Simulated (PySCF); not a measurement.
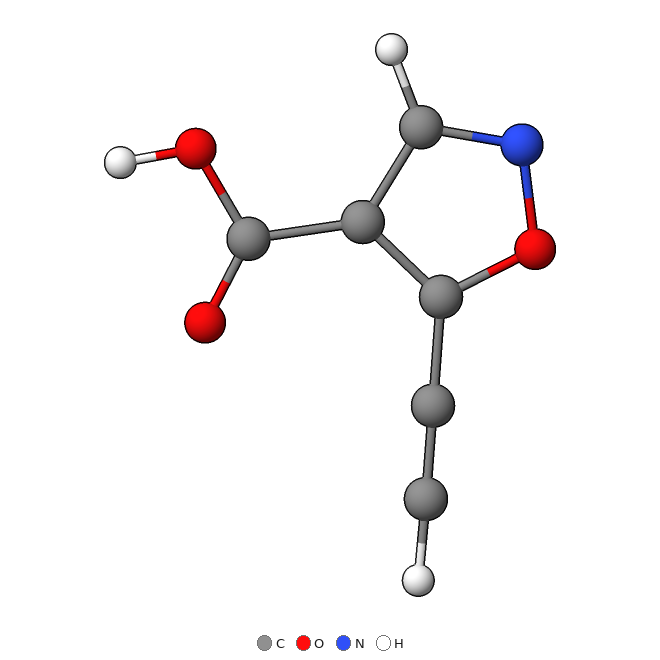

Computed geometry: GFN2-xTB optimisation. No frequency run is at hand to confirm it as a minimum.

Describe the molecule.

The molecule is C₆H₃NO₃. Its SMILES string is `C#Cc1oncc1C(=O)O`. Independent rings (smallest set): 1 of 5 members, 1 of them aromatic. Among its groups: carboxylic acid, alkyne. The point group is Cs. All atoms lie on one plane. Coordination: 2 C linear; 4 C trigonal planar; 2 O bent; 1 N bent.

The parts below concern this one geometry. Atoms keep their numbers from picture to picture.

**Excitation**

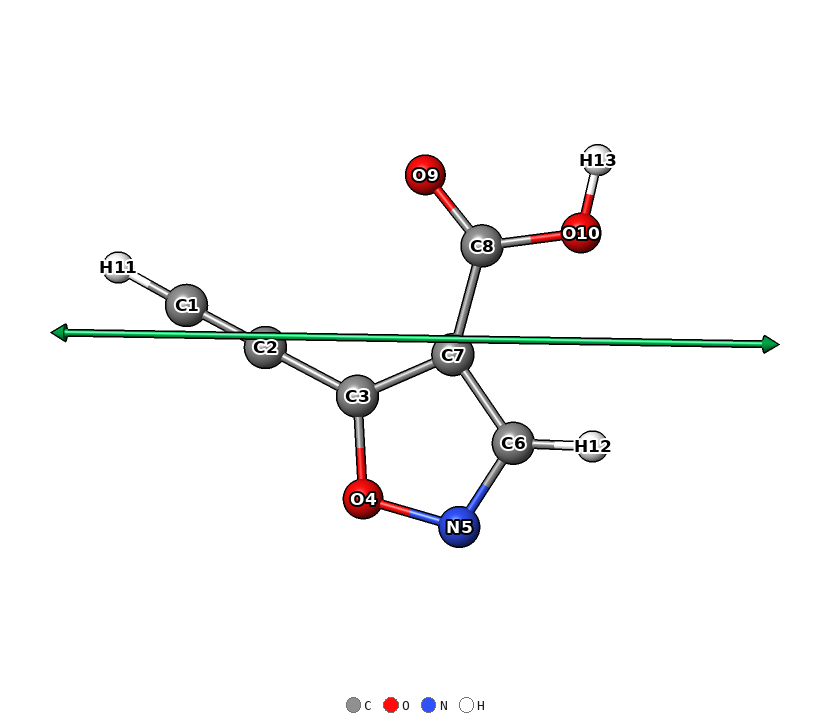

The double arrow shows the direction of the transition dipole to excited singlet state 2 (its length means nothing). No frequency run is at hand to confirm it as a minimum. Level of theory: TDDFT PBE0/def2-SVPD, vertical, gas phase, core orbitals frozen in the response (PySCF 2.14.0).

How is the transition polarised?

In the molecular plane, nearly parallel to the C8–O10 bond.

Where does the transition lie, and how strong is it?

4.89 eV (254 nm), oscillator strength 0.24, mainly HOMO → LUMO (weight 0.93); transition dipole 3.63 D.

**Quadrupole coupling**

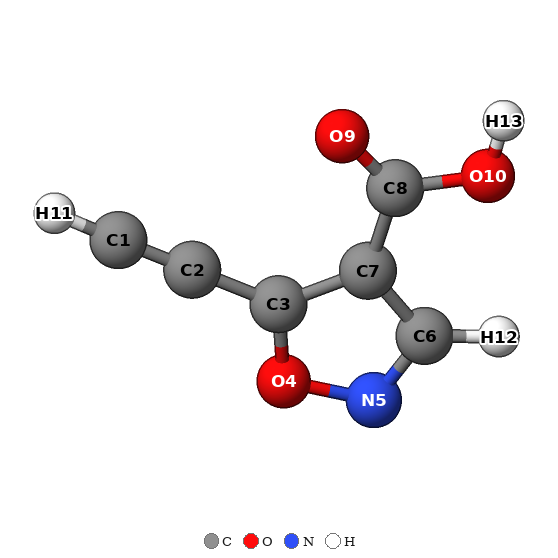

No frequency run is at hand to confirm it as a minimum. Electric field gradients from the ground-state density, PBE0/pcSseg-1 (PySCF 2.14.0), non-relativistic apart from any core potentials.

Give the largest field-gradient component, the quadrupole coupling constant and the asymmetry for 17O at O4 (Q = −25.6 mb), 14N at N5 (Q = 20.44 mb), 17O at O9 (Q = −25.6 mb), 17O at O10 (Q = −25.6 mb).

| atom | V_zz (a.u.) | e²qQ/h (MHz) | η |
| --- | --- | --- | --- |
| O4 | 1.772 | −10.66 | 0.12 |
| N5 | −1.262 | −6.06 | 0.88 |
| O9 | −1.590 | 9.56 | 0.12 |
| O10 | 1.645 | −9.89 | 0.50 |

**NMR shielding**

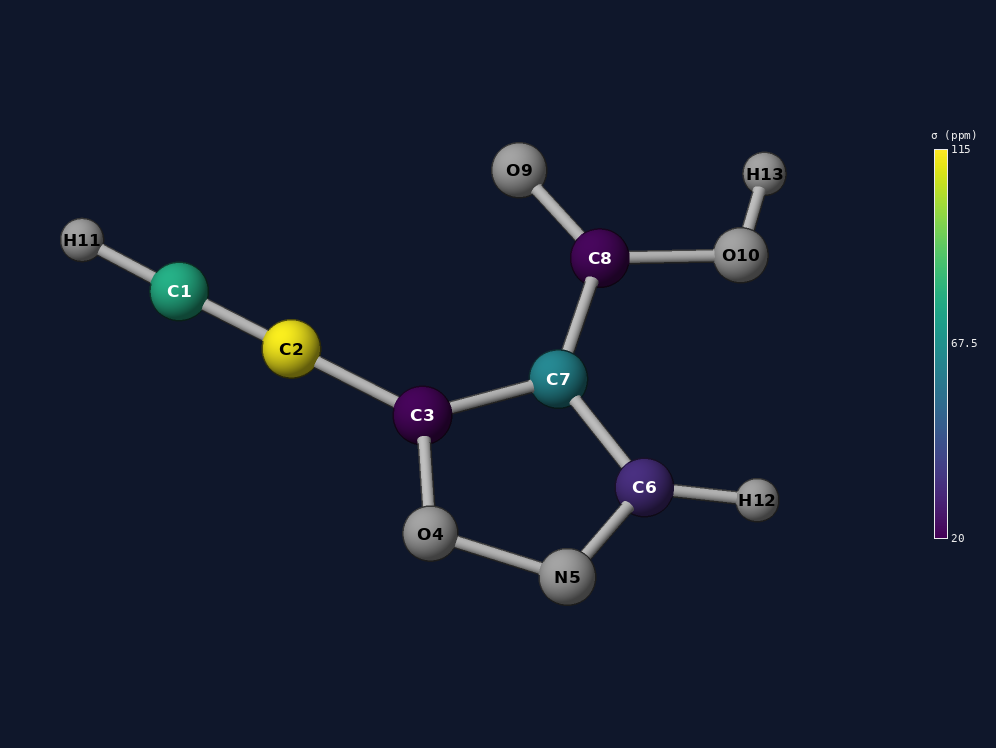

Atoms are coloured by their isotropic NMR shieldings (C only, the others grey). No frequency run is at hand to confirm it as a minimum. Level of theory: GIAO PBE0/pcSseg-1 NMR shielding, non-relativistic, gas phase (PySCF 2.14.0).

Give the isotropic NMR shieldings of the C atoms atom by atom.

```tsv
atom	σ (ppm)
C1	78.0
C2	112.9
C3	21.4
C6	32.3
C7	62.8
C8	21.7
```
